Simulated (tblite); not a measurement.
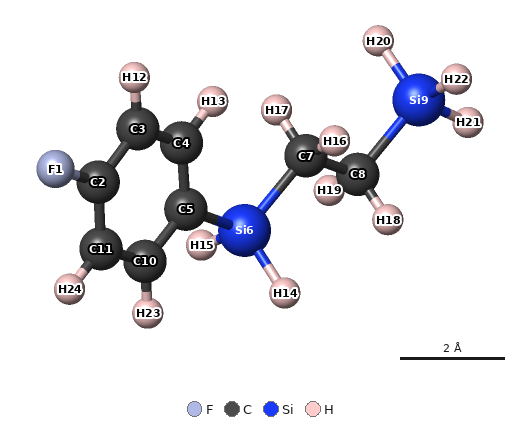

Figure 1. The structure as given in the input (ball-and-stick view, seen at a tilt; atoms are numbered from 1 in the order of the input).

# Frequency calculation of C₈H₁₃FSi₂

- system: C₈H₁₃FSi₂, SMILES Fc1ccc([SiH2]CC[SiH3])cc1
- method: GFN2-xTB harmonic vibrations, gas phase (tblite 0.8.0)

The program's output
```
mode    cm-1     km/mol
  1      15.4      0.14
  2      46.3      0.44
  3      52.1      0.14
  4      81.6      0.19
  5     101.8      0.38
  6     131.0      0.07
  7     167.8      0.38
  8     192.6      1.01
  9     254.4      0.50
 10     279.0      2.14
 11     366.1      0.06
 12     370.8     10.27
 13     386.6     12.10
 14     444.6     33.47
 15     486.2      6.70
 16     510.3     60.29
 17     535.2     60.82
 18     587.0     12.52
 19     604.1      1.36
 20     608.0     15.34
 21     667.6     10.54
 22     702.6     70.40
 23     713.5    348.03
 24     760.0     60.43
 25     765.6    104.75
 26     780.4    181.43
 27     783.6    274.37
 28     794.3    258.95
 29     796.0    317.10
 30     802.7     18.19
 31     828.4     13.14
 32     832.5    101.80
 33     869.9      0.02
 34     912.2      2.19
 35     925.3      0.01
 36    1011.6      5.84
 37    1068.7      7.36
 38    1071.6     45.51
 39    1122.7      1.47
 40    1139.1      1.35
 41    1179.8    100.89
 42    1197.8     29.84
 43    1235.1    155.43
 44    1268.4      1.99
 45    1270.5      0.94
 46    1314.5      1.74
 47    1315.5      0.35
 48    1391.8      0.78
 49    1477.8     27.22
 50    1483.2      8.68
 51    1490.1      0.51
 52    1579.8     12.44
 53    1592.2     76.80
 54    2193.0    384.72
 55    2206.1    162.39
 56    2250.1    444.65
 57    2254.8    215.08
 58    2266.0    328.82
 59    2953.6      4.74
 60    2965.0    105.82
 61    2971.9     29.73
 62    2980.4     35.13
 63    3081.7     25.52
 64    3083.1     17.47
 65    3102.7     26.66
 66    3104.4     21.03
```

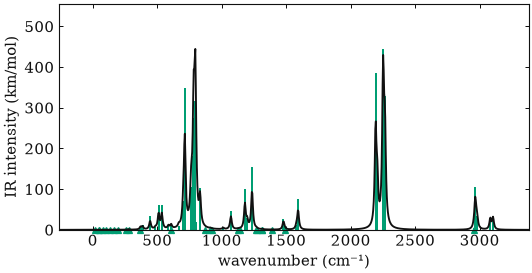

Figure 2. Harmonic infrared spectrum, unscaled: sticks (degenerate modes added up, dark ones marked on the axis) with a Lorentzian envelope of 16 cm⁻¹ full width, scaled to the tallest stick. 66 modes from 15 to 3104 cm⁻¹, none imaginary. The strongest line is at 2250 cm⁻¹ (445 km/mol).

The run was set up as follows.

Input
```
{"job": {"kind": "ir", "xc": "GFN2-xTB", "basis": "xTB"}, "charge": 0, "multiplicity": 1}
F     -5.376683     0.694318     0.087387
C     -4.088933     0.296087    -0.006627
C     -3.085020     1.243105     0.063511
C     -1.770564     0.821726    -0.030836
C     -1.447541    -0.521568    -0.194889
Si     0.334807    -1.134236    -0.333192
C      1.571259     0.247148     0.084436
C      3.012840    -0.262042     0.088589
Si     4.277447     1.106346     0.470928
C     -2.489691    -1.441722    -0.262508
C     -3.811200    -1.049035    -0.167970
H     -3.338301     2.284115     0.191665
H     -0.981310     1.556610     0.027087
H      0.510689    -2.258666     0.598464
H      0.572310    -1.609149    -1.705615
H      1.344423     0.678523     1.061583
H      1.484887     1.059973    -0.639634
H      3.104826    -1.065476     0.821825
H      3.234754    -0.712874    -0.880427
H      4.198134     2.142771    -0.561772
H      5.624323     0.534455     0.497100
H      3.961297     1.700339     1.772366
H     -2.258891    -2.489016    -0.388407
H     -4.619051    -1.762417    -0.216108
```

The first line tells a small driver script what to run in tblite; the rest is the geometry in Å.

Launch command:
```bash
OMP_NUM_THREADS=2 python <driver script> task.json out
```

Results in brief

| quantity | value |
| --- | --- |
| outcome | converged |
| total energy | −868.7107 eV |
| zero-point energy | 109.7600 kcal/mol |
| hardware | 2 CPU threads, shared host |
| wall time | 2.3 s (CPU time 4.5 s) |
| peak memory | 0.18 GiB |
